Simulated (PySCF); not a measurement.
```yaml
atoms:
  - { symbol: C, position_ang: [2.1943, 0.0027, 0.8350] }
  - { symbol: C, position_ang: [1.7358, -0.5776, -0.5012] }
  - { symbol: Si, position_ang: [-0.1177, -0.3840, -0.8322] }
  - { symbol: O, position_ang: [-1.0169, -1.1418, 0.3154] }
  - { symbol: C, position_ang: [-2.0587, -0.3244, 0.7595] }
  - { symbol: C, position_ang: [-1.6905, 1.1384, 0.4318] }
  - { symbol: O, position_ang: [-0.7015, 1.1275, -0.5560] }
  - { symbol: H, position_ang: [3.2643, -0.1433, 0.9725] }
  - { symbol: H, position_ang: [1.9868, 1.0695, 0.8757] }
  - { symbol: H, position_ang: [1.6740, -0.4813, 1.6582] }
  - { symbol: H, position_ang: [1.9921, -1.6350, -0.5454] }
  - { symbol: H, position_ang: [2.2802, -0.0977, -1.3129] }
  - { symbol: H, position_ang: [-0.5261, -0.7935, -2.1749] }
  - { symbol: H, position_ang: [-2.1919, -0.4772, 1.8327] }
  - { symbol: H, position_ang: [-2.9797, -0.6083, 0.2399] }
  - { symbol: H, position_ang: [-2.5578, 1.6910, 0.0622] }
  - { symbol: H, position_ang: [-1.2937, 1.6470, 1.3165] }
```

Geometry: GFN2-xTB.

The calculation used PBE0/pcSseg-1, SCF density, gas phase, non-relativistic (PySCF).

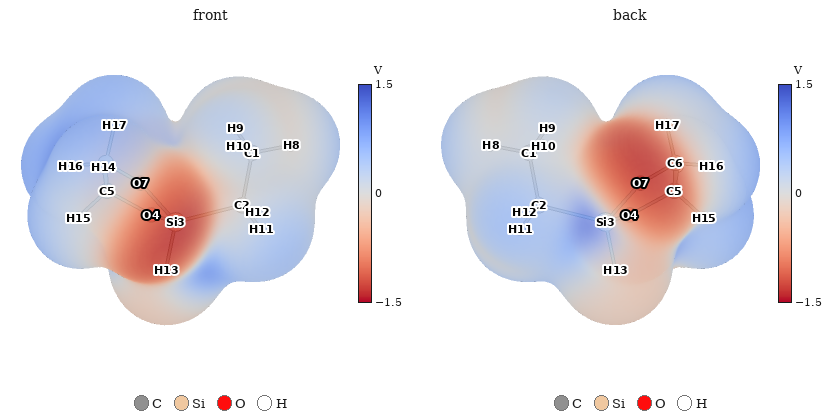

C4H10O2Si. The electrostatic potential painted on the density surface at 0.001 e/bohr³, seen from the front and from behind; red is negative and blue positive.

**Where is the surface potential most negative and most positive?**

The most negative region (about −1.3 V, or −30 kcal/mol for a unit charge) lies over O4 and O7, the most positive (about +0.8 V, or +18 kcal/mol for a unit charge) over Si3, C5 and C6.
